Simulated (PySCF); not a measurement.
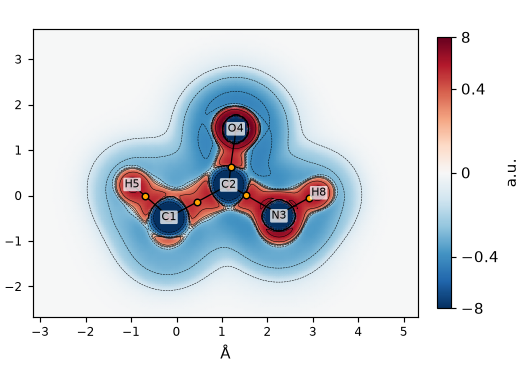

Figure 1: C2H4NO, doublet, SMILES `CC([NH])=O`. Negative Laplacian of the density (−∇²ρ) in the plane of C1, C2, N3, O4, H5 and H8 (red positive, blue negative, colour scale in a.u., logarithmic beyond ±0.04), with bond paths and bond critical points (dots).

Method: B3LYP/6-31G*; geometry: GFN2-xTB; program: PySCF. No frequency check shows the geometry to be a minimum. The stability of the open-shell solution wasn't checked. GFN2-xTB doesn't know the spin state, so this open-shell geometry is rough.

Sort the bonds in the plane by the sign of ∇²ρ at their critical points.

Answer. Concentrated (∇²ρ < 0): C2–N3 (−0.79 a.u.); N3–H8 (−1.69 a.u.); C1–H5 (−0.95 a.u.); C1–C2 (−0.68 a.u.). Depleted (∇²ρ > 0): C2–O4 (+0.18 a.u., H = −0.629). A positive Laplacian with clearly negative H marks a strongly polar covalent bond, whose critical point lies close to the core of the less electronegative atom.

Where along N3–H8 does the critical point lie?

Answer. 0.76 Å from N3 and 0.25 Å from H8.
